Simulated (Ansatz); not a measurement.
H6NOSi2···H5NSi (doublet)

Input file:

```
crystal:
  periodic: [false, false, false]
  atoms:
    - {symbol: Si, position_ang: [1.070667, 0.732685, 2.029782]}
    - {symbol: N, position_ang: [0.295546, -1.443521, -0.743954]}
    - {symbol: Si, position_ang: [0.132083, -0.711492, -2.291578]}
    - {symbol: N, position_ang: [-0.163623, 1.434729, 1.082650]}
    - {symbol: Si, position_ang: [-1.789222, 0.869469, 0.854915]}
    - {symbol: H, position_ang: [0.431413, -0.365217, 2.815684]}
    - {symbol: H, position_ang: [1.120924, -1.219434, -0.203837]}
    - {symbol: O, position_ang: [2.252959, 0.123911, 1.025678]}
    - {symbol: H, position_ang: [0.043628, -2.413347, -0.637701]}
    - {symbol: H, position_ang: [0.267904, 0.760068, -2.133240]}
    - {symbol: H, position_ang: [1.130828, -1.134604, -3.320245]}
    - {symbol: H, position_ang: [-1.215809, -1.045631, -2.821994]}
    - {symbol: H, position_ang: [0.103963, 2.237964, 0.529959]}
    - {symbol: H, position_ang: [-2.765384, 1.870408, 1.370636]}
    - {symbol: H, position_ang: [-1.944120, -0.391080, 1.616518]}
    - {symbol: H, position_ang: [-2.099207, 0.660392, -0.583058]}
    - {symbol: H, position_ang: [3.127450, 0.034700, 1.409784]}
basis:
  gaussian: {orbitals: def2-TZVPP}
magnetization: {spin_polarized: true, initial_magnetization: 1}
hamiltonian: {xc: pbe0, dispersion: d4}
output: {orbitals: {seedname: orbitals}}
```

Command:

```sh
ansatz run in.yaml --threads 4 --pin off --events-out ev --progress --plain --max-ram 63488MiB --backend cuda --devices 0, --max-vram 37GiB
```

The product side of a reaction path; geometry: PBE0-D4/def2-TZVP.

The calculation used UKS PBE0-D4/def2-TZVPP in Ansatz 0.2.0.

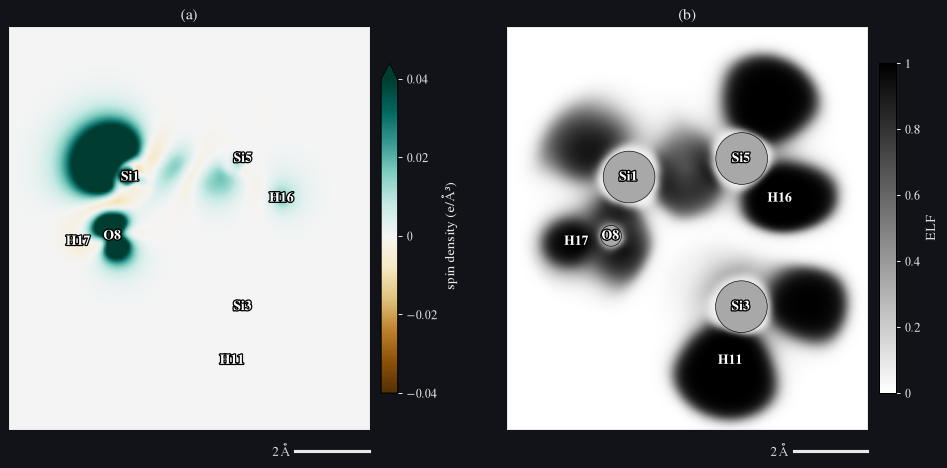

Figure 1. (a) spin density; (b) ELF on the plane of atoms Si1, O8 and H17. Grey discs cover the atomic cores in the ELF map.

Q: Interpret the plot.

A: The section cuts through Si, O and H sites.
Si–O (1.67 Å): the ELF peaks at about 0.85 between the atoms, as expected for a polar covalent bond.
O–H (0.96 Å): the ELF climbs to about 1 towards the hydrogen, as it does in any bond to H; an ordinary covalent bond to hydrogen.
Si–H (1.49 Å): the ELF climbs to about 1 towards the hydrogen.
The ELF also peaks beside Si1, away from the bonds: non-bonding electrons, paired or unpaired.
The unpaired spin (1 electron) lies mostly on Si1 (about 0.7), O8 (about 0.1) and H6 (about 0.1), in electrons by Hirshfeld's partition.

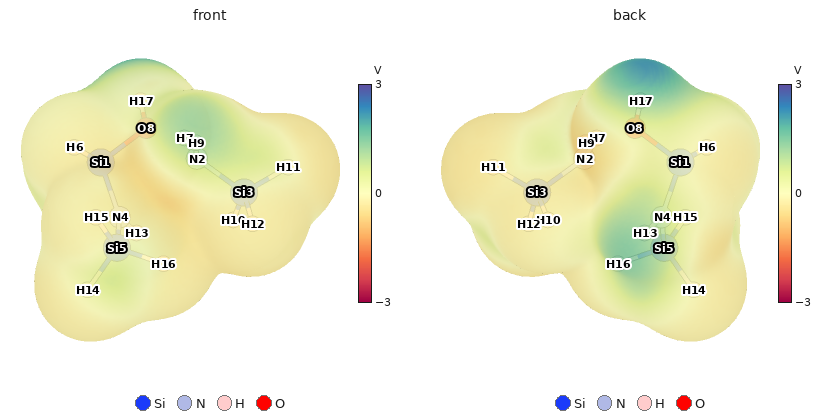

Figure 2. The molecular electrostatic potential painted on the density surface at 0.001 e/bohr³, seen from the front and from behind; the colour scale runs from red (negative) to blue (positive).

Q: Which sites attract a positive test charge, and which a negative one?

A: A positive charge is drawn to the negative regions and a negative charge to the positive ones. The most negative region (about −0.7 V) lies over N2 and O8, the most positive (about +2.2 V) over H17.

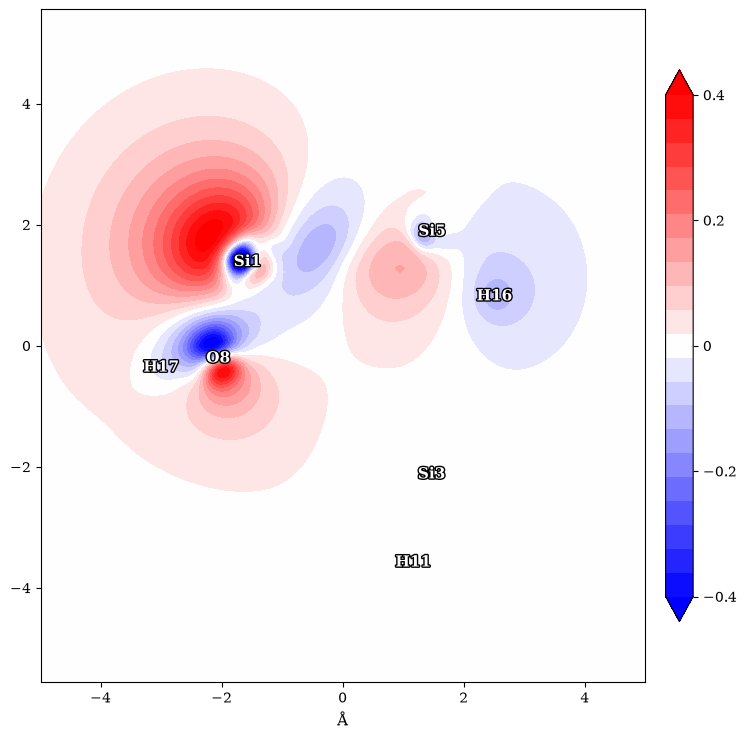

Figure 3. One frontier orbital on the plane of atoms Si1, O8 and H17 (values in Å⁻³ᐟ²; the overall sign is arbitrary).

Q: Which orbital is it: HOMO (β) or LUMO (β)?

A: The LUMO (β), at −1.92 eV. By Hirshfeld shares it lies mainly on Si1 (about 70 %), O8 (about 10 %), H6 (about 10 %) and N4 (about 5 %).

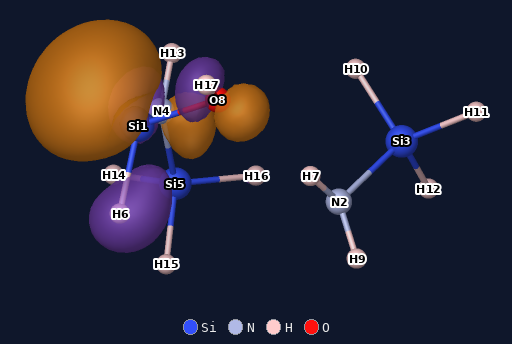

Figure 4. The HOMO (α) at ±0.15 Å⁻³ᐟ² (orange and purple are the two phases), seen from one side.

Q: Describe this orbital and give its energy.

A: By Hirshfeld shares it lies mainly on Si1 (about 65 %), O8 (about 10 %), N4 (about 10 %) and H6 (about 10 %). Its energy is −5.70 eV.
